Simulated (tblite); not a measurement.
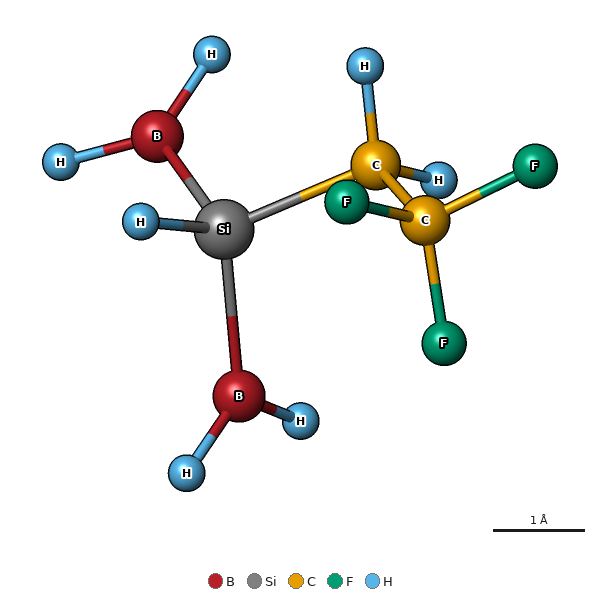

The structure as given in the input (ball-and-stick view, seen at a tilt).

# C2H7B2F3Si: geometry relaxation (part 1 of 4)

C2H7B2F3Si, SMILES B[SiH](B)CC(F)(F)F, computed with GFN2-xTB geometry optimisation, gas phase (tblite 0.8.0).

It belongs to a series of runs on one base structure; here: CH2 inserted into a Si-C bond.

## Log
```
step      E/eV     max force
  0    -712.69254    1.752
  1    -712.87338    1.062
  2    -712.97291    0.676
  3    -712.98931    0.438
  4    -713.01150    0.229
  5    -713.01783    0.317
  6    -713.03271    0.315
  7    -713.03816    0.210
  8    -713.04197    0.173
  9    -713.04442    0.147
 10    -713.04688    0.143
 11    -713.04855    0.146
 12    -713.04994    0.139
 13    -713.05116    0.078
 14    -713.05223    0.076
 15    -713.05321    0.078
 16    -713.05422    0.116
 17    -713.05526    0.104
 18    -713.05614    0.070
 19    -713.05687    0.070
 20    -713.05770    0.077
 21    -713.05908    0.134
 22    -713.06114    0.186
 23    -713.06331    0.160
 24    -713.06480    0.082
 25    -713.06574    0.090
 26    -713.06689    0.101
 27    -713.06895    0.169
 28    -713.07159    0.183
 29    -713.07372    0.120
 30    -713.07508    0.070
 31    -713.07594    0.074
 32    -713.07659    0.078
 33    -713.07724    0.051
 34    -713.07775    0.059
 35    -713.07815    0.060
 36    -713.07849    0.059
 37    -713.07882    0.039
 38    -713.07903    0.037
 39    -713.07926    0.047
 40    -713.07951    0.049
 41    -713.07976    0.036
 42    -713.07997    0.035
 43    -713.08012    0.027
 44    -713.08023    0.024
 45    -713.08032    0.027
 46    -713.08043    0.030
 47    -713.08055    0.029
 48    -713.08069    0.031
 49    -713.08084    0.030
 50    -713.08100    0.030
 51    -713.08117    0.033
 52    -713.08135    0.029
 53    -713.08151    0.027
 54    -713.08164    0.033
 55    -713.08176    0.035
 56    -713.08192    0.035
 57    -713.08215    0.044
 58    -713.08244    0.044
 59    -713.08272    0.048
 60    -713.08294    0.046
 61    -713.08310    0.031
 62    -713.08321    0.026
 63    -713.08329    0.024
 64    -713.08337    0.030
 65    -713.08346    0.029
 66    -713.08354    0.026
 67    -713.08362    0.029
 68    -713.08369    0.027
 69    -713.08377    0.026
 70    -713.08386    0.026
 71    -713.08400    0.028
 72    -713.08414    0.027
 73    -713.08426    0.024
 74    -713.08435    0.018
 75    -713.08441    0.016
 76    -713.08445    0.016
 77    -713.08451    0.018
 78    -713.08456    0.017
 79    -713.08461    0.012
 80    -713.08462    0.010
 81    -713.08464    0.010
 82    -713.08465    0.011
 83    -713.08468    0.017
 84    -713.08470    0.015
 85    -713.08473    0.012
 86    -713.08474    0.009
```

## Trajectory as extended XYZ (Å, eV, eV/Å), 54 of the 87 frames kept, from step=0 to step=86
```
15
Properties=species:S:1:pos:R:3:forces:R:3 step=0 energy=-712.69254
B    -1.6752    1.3495    1.2837   -0.5130   0.5240   0.4190
Si   -0.6078   -0.1059    0.6022   -0.7910  -0.7220   0.6660
B    -1.6118   -1.0710   -0.7314   -0.2330  -0.4700  -0.7050
C     0.9828    0.5882   -0.1323    1.1070   0.1690   0.0620
C     1.9847   -0.5154   -0.4832   -0.4500   1.0280  -0.1010
F     2.3100   -1.2598    0.6253   -0.0960   0.5970  -1.6000
F     1.4583   -1.3454   -1.4629    1.0510   0.6980   1.2160
F     3.1417    0.0760   -0.9844   -1.0180  -1.2930   0.4810
H    -1.2937    2.4611    1.1872   -0.2940  -0.1470   0.0710
H    -2.7316    1.1290    1.7952    0.5340   0.2140  -0.2530
H    -0.2834   -1.0191    1.7216    0.3270   0.0420   0.0790
H    -1.8693   -2.2160   -0.5838   -0.0840   0.4040  -0.1410
H    -1.9830   -0.5062   -1.7012    0.0040  -0.2900   0.1650
H     1.4487    1.2616    0.6195    0.0020  -0.4170  -0.6520
H     0.7252    1.1813   -1.0262    0.4560  -0.3360   0.2930
15
Properties=species:S:1:pos:R:3:forces:R:3 step=2 energy=-712.97291
B    -1.6890    1.3660    1.2974    0.1780  -0.0370  -0.0020
Si   -0.6347   -0.1282    0.6224   -0.1690  -0.0350   0.0240
B    -1.6170   -1.0863   -0.7553    0.1360  -0.0010  -0.0440
C     1.0024    0.5906   -0.1285   -0.6290   0.0700   0.2370
C     1.9678   -0.4760   -0.4849   -0.1530   0.1460   0.1220
F     2.3075   -1.2394    0.5675    0.0710  -0.0530   0.0000
F     1.4963   -1.3209   -1.4200    0.0020  -0.0630  -0.0900
F     3.1114    0.0279   -0.9702    0.3900  -0.0850  -0.1860
H    -1.3061    2.4589    1.1903   -0.1590   0.1920   0.0410
H    -2.7160    1.1382    1.7881   -0.1610   0.1310   0.0960
H    -0.2676   -1.0200    1.7284    0.3100  -0.0920   0.2060
H    -1.8752   -2.2049   -0.5906   -0.2010  -0.1530  -0.1400
H    -1.9847   -0.5171   -1.6992   -0.1140  -0.0830  -0.2330
H     1.4553    1.2508    0.5993    0.2840   0.1040   0.0030
H     0.7452    1.1682   -1.0153    0.2160  -0.0390  -0.0340
15
Properties=species:S:1:pos:R:3:forces:R:3 step=3 energy=-712.98931
B    -1.6875    1.3667    1.2984    0.0940  -0.0230   0.0300
Si   -0.6392   -0.1304    0.6243   -0.1200  -0.0550   0.0600
B    -1.6155   -1.0874   -0.7577    0.0880  -0.0270  -0.0590
C     0.9950    0.5919   -0.1247   -0.3900   0.0560   0.1920
C     1.9644   -0.4710   -0.4833   -0.0320   0.0210   0.0570
F     2.3083   -1.2387    0.5633    0.0540  -0.0460   0.0820
F     1.4990   -1.3201   -1.4183   -0.0600  -0.0390  -0.1140
F     3.1149    0.0232   -0.9719    0.2540  -0.0190  -0.1320
H    -1.3093    2.4615    1.1911   -0.1430   0.1750   0.0360
H    -2.7172    1.1407    1.7889   -0.1200   0.1340   0.0800
H    -0.2619   -1.0213    1.7319    0.2820  -0.0590   0.1610
H    -1.8785   -2.2063   -0.5931   -0.1840  -0.1260  -0.1430
H    -1.9865   -0.5192   -1.7024   -0.0910  -0.0900  -0.2050
H     1.4598    1.2515    0.5978    0.2180   0.0960   0.0100
H     0.7498    1.1667   -1.0151    0.1490   0.0020  -0.0540
15
Properties=species:S:1:pos:R:3:forces:R:3 step=5 energy=-713.01783
B    -1.6847    1.3696    1.3044   -0.0950   0.0650   0.0880
Si   -0.6534   -0.1401    0.6342    0.0460  -0.0600   0.0850
B    -1.6109   -1.0936   -0.7681   -0.0560  -0.0790  -0.0750
C     0.9755    0.5965   -0.1112    0.3100  -0.0290  -0.0620
C     1.9593   -0.4628   -0.4798    0.1090  -0.1470  -0.0330
F     2.3118   -1.2377    0.5586    0.0060  -0.0020   0.1320
F     1.5013   -1.3171   -1.4182   -0.1290   0.0560  -0.0580
F     3.1255    0.0126   -0.9781   -0.1290   0.0760   0.0300
H    -1.3234    2.4740    1.1946   -0.1020   0.0470   0.0230
H    -2.7228    1.1536    1.7936   -0.0240   0.1240   0.0470
H    -0.2364   -1.0254    1.7451    0.1800   0.0300   0.0260
H    -1.8941   -2.2131   -0.6063   -0.1130  -0.0260  -0.1430
H    -1.9934   -0.5292   -1.7175    0.0040  -0.1150  -0.0820
H     1.4767    1.2563    0.5942    0.0040   0.0290   0.0050
H     0.7646    1.1644   -1.0163   -0.0120   0.0310   0.0190
15
Properties=species:S:1:pos:R:3:forces:R:3 step=6 energy=-713.03271
B    -1.6873    1.3750    1.3130   -0.0730   0.0300   0.0410
Si   -0.6601   -0.1494    0.6451    0.1620   0.0520  -0.0430
B    -1.6106   -1.1017   -0.7789   -0.0740  -0.0320   0.0200
C     0.9779    0.5978   -0.1059    0.2960  -0.0660  -0.0840
C     1.9613   -0.4653   -0.4787    0.0370  -0.0550  -0.0020
F     2.3147   -1.2375    0.5632   -0.0080  -0.0120   0.0160
F     1.4954   -1.3124   -1.4219   -0.0760   0.0460   0.0400
F     3.1268    0.0102   -0.9812   -0.1570   0.0440   0.0580
H    -1.3385    2.4851    1.1982   -0.0590  -0.0260   0.0100
H    -2.7285    1.1691    1.7997   -0.0310   0.0860   0.0580
H    -0.2092   -1.0268    1.7557    0.0990   0.0700  -0.0480
H    -1.9110   -2.2196   -0.6231   -0.0630   0.0020  -0.1190
H    -1.9979   -0.5422   -1.7326    0.0670  -0.0990  -0.0130
H     1.4888    1.2616    0.5926   -0.0680  -0.0370  -0.0080
H     0.7740    1.1643   -1.0158   -0.0520  -0.0010   0.0750
15
Properties=species:S:1:pos:R:3:forces:R:3 step=8 energy=-713.04197
B    -1.6918    1.3788    1.3199   -0.0040  -0.0430  -0.0180
Si   -0.6555   -0.1516    0.6486    0.0980   0.0970  -0.1050
B    -1.6136   -1.1078   -0.7834   -0.0170   0.0240   0.0880
C     0.9907    0.5956   -0.1061   -0.0560  -0.0040   0.0240
C     1.9645   -0.4705   -0.4777   -0.0390   0.0380   0.0270
F     2.3164   -1.2391    0.5682    0.0060  -0.0460  -0.0770
F     1.4868   -1.3082   -1.4233   -0.0070  -0.0170   0.0790
F     3.1219    0.0119   -0.9813    0.0030  -0.0150   0.0040
H    -1.3512    2.4912    1.2009   -0.0240  -0.0350  -0.0010
H    -2.7345    1.1833    1.8072   -0.0270   0.0350   0.0580
H    -0.1865   -1.0237    1.7596    0.0530   0.0890  -0.0860
H    -1.9253   -2.2243   -0.6402   -0.0330  -0.0010  -0.0620
H    -1.9972   -0.5555   -1.7433    0.0860  -0.0530   0.0090
H     1.4936    1.2636    0.5921   -0.0180  -0.0450   0.0150
H     0.7773    1.1644   -1.0120   -0.0190  -0.0220   0.0470
15
Properties=species:S:1:pos:R:3:forces:R:3 step=10 energy=-713.04688
B    -1.6951    1.3777    1.3222   -0.0030  -0.0330  -0.0220
Si   -0.6466   -0.1461    0.6434   -0.0940   0.0170  -0.0180
B    -1.6166   -1.1093   -0.7794    0.0210   0.0080   0.0360
C     0.9951    0.5943   -0.1051   -0.1260   0.0450   0.0510
C     1.9643   -0.4716   -0.4759   -0.0220   0.0170   0.0070
F     2.3176   -1.2433    0.5661    0.0180  -0.0450  -0.0390
F     1.4812   -1.3075   -1.4188   -0.0040  -0.0450   0.0230
F     3.1188    0.0124   -0.9807    0.0580  -0.0260  -0.0260
H    -1.3588    2.4912    1.2020   -0.0050  -0.0240  -0.0090
H    -2.7388    1.1925    1.8148    0.0180  -0.0120   0.0320
H    -0.1720   -1.0152    1.7545    0.0430   0.0840  -0.0800
H    -1.9344   -2.2263   -0.6526   -0.0150   0.0080   0.0080
H    -1.9900   -0.5656   -1.7474    0.0770  -0.0010   0.0050
H     1.4941    1.2613    0.5934    0.0300  -0.0010   0.0530
H     0.7768    1.1634   -1.0072    0.0050   0.0090  -0.0210
15
Properties=species:S:1:pos:R:3:forces:R:3 step=11 energy=-713.04855
B    -1.6964    1.3765    1.3224   -0.0200  -0.0060  -0.0120
Si   -0.6455   -0.1436    0.6408   -0.1430  -0.0170   0.0230
B    -1.6173   -1.1097   -0.7770    0.0190  -0.0120  -0.0060
C     0.9938    0.5949   -0.1034   -0.0510   0.0390   0.0250
C     1.9634   -0.4710   -0.4750   -0.0030  -0.0090  -0.0060
F     2.3184   -1.2458    0.5637    0.0160  -0.0290  -0.0040
F     1.4796   -1.3082   -1.4160   -0.0150  -0.0350  -0.0070
F     3.1188    0.0115   -0.9810    0.0270  -0.0180  -0.0210
H    -1.3617    2.4905    1.2022    0.0030  -0.0200  -0.0130
H    -2.7399    1.1956    1.8184    0.0310  -0.0300   0.0240
H    -0.1657   -1.0099    1.7506    0.0400   0.0710  -0.0620
H    -1.9380   -2.2267   -0.6570   -0.0080   0.0120   0.0360
H    -1.9854   -0.5694   -1.7486    0.0720   0.0190   0.0000
H     1.4949    1.2602    0.5949    0.0250   0.0120   0.0570
H     0.7768    1.1631   -1.0057    0.0060   0.0260  -0.0340
15
Properties=species:S:1:pos:R:3:forces:R:3 step=13 energy=-713.05116
B    -1.6998    1.3750    1.3224   -0.0410   0.0360   0.0090
Si   -0.6517   -0.1407    0.6383   -0.0700  -0.0180   0.0240
B    -1.6174   -1.1113   -0.7745    0.0030  -0.0340  -0.0590
C     0.9903    0.5973   -0.1000    0.0730  -0.0090  -0.0260
C     1.9616   -0.4706   -0.4739    0.0060  -0.0370  -0.0120
F     2.3204   -1.2506    0.5596   -0.0010   0.0140   0.0330
F     1.4763   -1.3106   -1.4121   -0.0280   0.0050  -0.0310
F     3.1193    0.0088   -0.9823   -0.0490  -0.0080  -0.0040
H    -1.3659    2.4884    1.2016    0.0140   0.0000  -0.0210
H    -2.7398    1.1983    1.8253    0.0130  -0.0460   0.0290
H    -0.1538   -0.9984    1.7418    0.0300   0.0240  -0.0020
H    -1.9440   -2.2268   -0.6612   -0.0040  -0.0010   0.0640
H    -1.9743   -0.5739   -1.7507    0.0600   0.0400  -0.0230
H     1.4970    1.2589    0.6000   -0.0200   0.0000   0.0220
H     0.7774    1.1641   -1.0050    0.0140   0.0340  -0.0030
15
Properties=species:S:1:pos:R:3:forces:R:3 step=15 energy=-713.05321
B    -1.7052    1.3759    1.3229   -0.0170   0.0190   0.0080
Si   -0.6606   -0.1391    0.6373    0.0700   0.0180  -0.0300
B    -1.6170   -1.1147   -0.7763    0.0100  -0.0100  -0.0400
C     0.9909    0.5986   -0.0987    0.0140  -0.0320  -0.0160
C     1.9603   -0.4730   -0.4737   -0.0230  -0.0050   0.0000
F     2.3219   -1.2538    0.5590   -0.0210   0.0320   0.0130
F     1.4713   -1.3125   -1.4114   -0.0150   0.0210  -0.0100
F     3.1170    0.0063   -0.9841   -0.0450  -0.0160  -0.0120
H    -1.3684    2.4870    1.1995    0.0080   0.0260  -0.0220
H    -2.7394    1.1972    1.8335   -0.0220  -0.0380   0.0420
H    -0.1417   -0.9873    1.7348    0.0100  -0.0130   0.0440
H    -1.9494   -2.2273   -0.6601   -0.0100  -0.0160   0.0550
H    -1.9608   -0.5746   -1.7547    0.0440   0.0300  -0.0500
H     1.4975    1.2579    0.6058   -0.0410  -0.0300  -0.0220
H     0.7792    1.1674   -1.0044    0.0370   0.0140   0.0370
15
Properties=species:S:1:pos:R:3:forces:R:3 step=16 energy=-713.05422
B    -1.7085    1.3770    1.3233    0.0050  -0.0040   0.0020
Si   -0.6635   -0.1379    0.6362    0.1050   0.0220  -0.0430
B    -1.6165   -1.1168   -0.7785    0.0210   0.0100  -0.0140
C     0.9919    0.5985   -0.0987   -0.0440  -0.0230   0.0010
C     1.9593   -0.4747   -0.4737   -0.0340   0.0160   0.0040
F     2.3221   -1.2545    0.5595   -0.0290   0.0280  -0.0040
F     1.4681   -1.3130   -1.4116   -0.0080   0.0140   0.0050
F     3.1145    0.0047   -0.9854   -0.0170  -0.0180  -0.0220
H    -1.3693    2.4870    1.1978   -0.0050   0.0300  -0.0180
H    -2.7397    1.1954    1.8388   -0.0230  -0.0250   0.0400
H    -0.1353   -0.9820    1.7323   -0.0060  -0.0190   0.0510
H    -1.9524   -2.2280   -0.6578   -0.0120  -0.0080   0.0400
H    -1.9526   -0.5740   -1.7581    0.0370   0.0110  -0.0530
H     1.4965    1.2566    0.6084   -0.0330  -0.0380  -0.0280
H     0.7810    1.1696   -1.0031    0.0440   0.0050   0.0370
15
Properties=species:S:1:pos:R:3:forces:R:3 step=18 energy=-713.05614
B    -1.7145    1.3785    1.3241    0.0360  -0.0370  -0.0050
Si   -0.6640   -0.1349    0.6321    0.0530  -0.0070  -0.0060
B    -1.6140   -1.1200   -0.7833    0.0360   0.0360   0.0230
C     0.9914    0.5973   -0.0986   -0.0680   0.0140   0.0090
C     1.9554   -0.4769   -0.4738   -0.0210   0.0260  -0.0070
F     2.3205   -1.2544    0.5601   -0.0350   0.0090  -0.0140
F     1.4615   -1.3134   -1.4117   -0.0130  -0.0120   0.0160
F     3.1088    0.0008   -0.9892    0.0200  -0.0070  -0.0290
H    -1.3715    2.4883    1.1935   -0.0440   0.0020  -0.0040
H    -2.7408    1.1903    1.8509    0.0200   0.0030   0.0120
H    -0.1244   -0.9726    1.7303   -0.0380  -0.0110   0.0350
H    -1.9583   -2.2290   -0.6506   -0.0090   0.0410   0.0030
H    -1.9345   -0.5724   -1.7672    0.0300  -0.0450  -0.0300
H     1.4928    1.2520    0.6121    0.0020  -0.0240   0.0020
H     0.7870    1.1745   -0.9993    0.0300   0.0100  -0.0040
15
Properties=species:S:1:pos:R:3:forces:R:3 step=19 energy=-713.05687
B    -1.7156    1.3783    1.3243    0.0350  -0.0350  -0.0020
Si   -0.6623   -0.1341    0.6305   -0.0010  -0.0220   0.0240
B    -1.6122   -1.1202   -0.7846    0.0320   0.0330   0.0220
C     0.9898    0.5970   -0.0985   -0.0190   0.0260  -0.0050
C     1.9534   -0.4768   -0.4740   -0.0050   0.0120  -0.0160
F     2.3188   -1.2537    0.5598   -0.0320   0.0030  -0.0070
F     1.4592   -1.3136   -1.4112   -0.0210  -0.0180   0.0110
F     3.1071   -0.0009   -0.9912    0.0130   0.0010  -0.0220
H    -1.3732    2.4888    1.1918   -0.0550  -0.0160   0.0000
H    -2.7406    1.1883    1.8553    0.0440   0.0090  -0.0030
H    -0.1221   -0.9701    1.7309   -0.0440  -0.0060   0.0240
H    -1.9603   -2.2282   -0.6476   -0.0070   0.0600  -0.0070
H    -1.9276   -0.5727   -1.7711    0.0310  -0.0610  -0.0150
H     1.4913    1.2496    0.6130    0.0150  -0.0080   0.0220
H     0.7899    1.1764   -0.9979    0.0120   0.0210  -0.0260
```
